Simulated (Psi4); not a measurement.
# B2O2 (diboron dioxide) at HF/3-21G

What is the vertical electron affinity of B2O2 (diboron dioxide) at HF/3-21G? 

The results are computed with Psi4 1.11.

8 further runs of the same task are left out: 6 that didn't finish, 2 set aside as unsound or not needed.

## 1. The structure to begin with

B2O2: 4 atoms, total charge 0, spin state singlet. SMILES: `O=BB=O`. Geometry: relaxed at PBE0-D4/def2-TZVP.

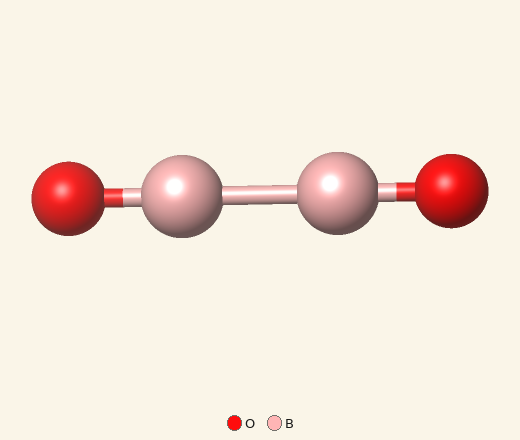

The structure, seen from a chosen angle (oxygen red, boron pink).

## 2. The energy at HF/3-21G

File run.py:

```python
import psi4

psi4.set_memory(2200000000)
psi4.set_num_threads(1)
psi4.core.set_output_file('output.dat', False)

mol = psi4.geometry("""
0 1
O     -0.743090     0.459760     1.817650
B     -0.302300     0.187070     0.739120
B      0.302150    -0.186920    -0.739220
O      0.743230    -0.459920    -1.817550
units angstrom
symmetry c1
""")

psi4.set_options(dict(puream=True, e_convergence=1e-09, d_convergence=1e-08, scf_type='pk'))

result, w = psi4.energy("scf/3-21G", molecule=mol, return_wfn=True)
psi4.oeprop(w, "WIBERG_LOWDIN_INDICES", "DIPOLE", "LOWDIN_CHARGES")
print(f'scf/3-21G energy: {result:.10f} Eh')
```

Run with:

```console
$ python run.py
```

output.dat, cut to the lines that bear on the results:

```text
[...]
  Running in c1 symmetry.
[...]
  Nuclear repulsion =   66.762222931000380
[...]
  Multiplicity = 1
[...]
  Nalpha       = 13
  Nbeta        = 13
[...]
    Number of basis functions: 36
[...]
   @RHF iter   1:  -197.91599319801207   -1.36302e+00   1.73228e-02 ADIIS/DIIS
[...]
   @RHF iter  10:  -198.08409229390008   -1.22213e-12   6.29500e-09 DIIS
[...]
    Orbital Energies [Eh]
    ---------------------
    Doubly Occupied:
       1A    -20.518400     2A    -20.518348     3A     -7.656924
       4A     -7.656663     5A     -1.378574     6A     -1.377617
       7A     -0.715536     8A     -0.654889     9A     -0.631849
      10A     -0.564417    11A     -0.564417    12A     -0.539462
      13A     -0.539462
[...]
  @RHF Final Energy:  -198.08409229390008
   => Energetics <=
    Nuclear Repulsion Energy =             66.7622229310003803
    One-Electron Energy =                -403.0595112602319432
    Two-Electron Energy =                 138.2131960353314639
    Total Energy =                       -198.0840922939000848
[...]
 Multipole Moments:
 ------------------------------------------------------------------------------------
     Multipole            Electronic (a.u.)      Nuclear  (a.u.)        Total (a.u.)
 ------------------------------------------------------------------------------------
 L = 1.  Multiply by 2.5417464519 to convert [e a0] to [Debye]
 Dipole X            :         -0.0004264            0.0001644           -0.0002620
 Dipole Y            :          0.0004561           -0.0001757            0.0002804
 Dipole Z            :         -0.0002963            0.0001134           -0.0001830
 Magnitude           :                                                    0.0004251
[...]
```

The script printed:

```text
scf/3-21G energy: -198.0840922939 Eh
```

Run time: 4.8 s. Hardware: 1 thread of Intel Xeon at 2.50GHz (Skylake/Cascade Lake), shared host; peak memory 0.18 GiB.

## 3. The doublet anion

File b2o2.json:

```json
{
 "schema_name": "qcschema_input",
 "schema_version": 1,
 "molecule": {
  "schema_name": "qcschema_molecule",
  "schema_version": 2,
  "symbols": ["O", "B", "B", "O"],
  "geometry": [-1.40423659, 0.86882048, 3.43486069, -0.57126421, 0.35351107, 1.39673437, 0.57098075, -0.35322761, -1.39692335, 1.40450115, -0.86912284, -3.43467172],
  "molecular_charge": -1,
  "molecular_multiplicity": 2,
  "fix_symmetry": "c1"
 },
 "driver": "energy",
 "model": {
  "method": "scf",
  "basis": "3-21G"
 },
 "keywords": {
  "reference": "uhf",
  "puream": true,
  "e_convergence": 1e-09,
  "d_convergence": 1e-08,
  "scf_type": "pk",
  "maxiter": 100
 }
}
```

Run with:

```console
$ psi4 --qcschema b2o2.json -n 1 --memory 2200MB
```

stdout, cut to the lines that bear on the results:

```text
[...]
  Running in c1 symmetry.
[...]
  Nuclear repulsion =   66.762222939504184
[...]
  Multiplicity = 2
[...]
  Nalpha       = 14
  Nbeta        = 13
[...]
    Number of basis functions: 36
[...]
   @UHF iter   1:  -197.88451574411863   -1.33155e+00   1.75477e-02 DIIS/ADIIS
[...]
   @UHF iter  14:  -198.03985364095223   -6.45173e-12   9.02973e-09 DIIS
[...]
   @S^2 Observed:                7.602535100E-01
[...]
    Orbital Energies [Eh]
    ---------------------
    Alpha Occupied:
       1A    -20.223295     2A    -20.223241     3A     -7.354512
       4A     -7.354355     5A     -1.110512     6A     -1.109839
       7A     -0.449616     8A     -0.393228     9A     -0.356598
      10A     -0.350550    11A     -0.328406    12A     -0.296085
      13A     -0.272520    14A      0.027709
    Alpha Virtual:
      15A      0.317325    16A      0.456991    17A      0.504049
      18A      0.561583    19A      0.586441    20A      0.748748
      21A      0.840167    22A      0.853480    23A      0.912372
      24A      0.917964    25A      0.918223    26A      1.410816
[...]
  @UHF Final Energy:  -198.03985364095223
   => Energetics <=
    Nuclear Repulsion Energy =             66.7622229395041842
    One-Electron Energy =                -410.3043894217425986
    Two-Electron Energy =                 145.5023128412861979
    Total Energy =                       -198.0398536409522308
  UHF NO Occupations:
  HONO-2 :   12  A 1.9994825
  HONO-1 :   13  A 1.9959657
[...]
 Multipole Moments:
 ------------------------------------------------------------------------------------
     Multipole            Electronic (a.u.)      Nuclear  (a.u.)        Total (a.u.)
 ------------------------------------------------------------------------------------
 L = 1.  Multiply by 2.5417464519 to convert [e a0] to [Debye]
 Dipole X            :         -0.0003115            0.0001644           -0.0001471
 Dipole Y            :          0.0003333           -0.0001757            0.0001576
 Dipole Z            :         -0.0002227            0.0001134           -0.0001094
 Magnitude           :                                                    0.0002418
[...]
```

The result, in JSON:

```text
{
 "driver": "energy",
 "model": {
  "method": "scf",
  "basis": "3-21G"
 },
 "success": true,
 "return_result": -198.03985364095223,
 "properties": {
  "calcinfo_nbasis": 36,
  "calcinfo_nmo": 36,
  "calcinfo_nalpha": 14,
  "calcinfo_nbeta": 13,
  "calcinfo_natom": 4,
  "nuclear_repulsion_energy": 66.76222293950418,
  "return_energy": -198.03985364095223,
  "scf_one_electron_energy": -410.3043894217426,
  "scf_two_electron_energy": 145.5023128412862,
  "scf_dipole_moment": [-0.00014713711560299103, 0.0001575802856616515, -0.00010938291024564784],
  "scf_total_energy": -198.03985364095223,
  "scf_iterations": 14
 }
}
```

It took 4.8 s on 1 thread of Intel Xeon at 2.50GHz (Skylake/Cascade Lake), shared host; peak memory 0.18 GiB.

## 4. Outcome

Level: HF/3-21G.

```
                                         quantity          value
                       singlet B2O2: total energy  -198.08409 Eh
                      singlet B2O2: dipole moment         0.00 D
                        singlet B2O2: HOMO energy      -14.68 eV
                        singlet B2O2: LUMO energy        1.65 eV
                      singlet B2O2: HOMO–LUMO gap       16.33 eV
                      doublet anion: total energy  -198.03985 Eh
doublet anion: HOMO energy (highest over α and β)        0.75 eV
 doublet anion: LUMO energy (lowest over α and β)        8.63 eV
                              doublet anion: ⟨S²⟩          0.760
vertical electron affinity (to the doublet anion)      -1.204 eV
```

In words: The anion lies 1.20 eV (116 kJ/mol) above the neutral: the electron isn't bound at this level, and such a value depends on the basis. Without diffuse functions anions come out too high. Hartree–Fock misses the correlation that binds many anions. The HOMO (doublet anion) lies at positive energy, 0.75 eV: the electron is unbound at this level or held by a compact basis; values depend on the basis.
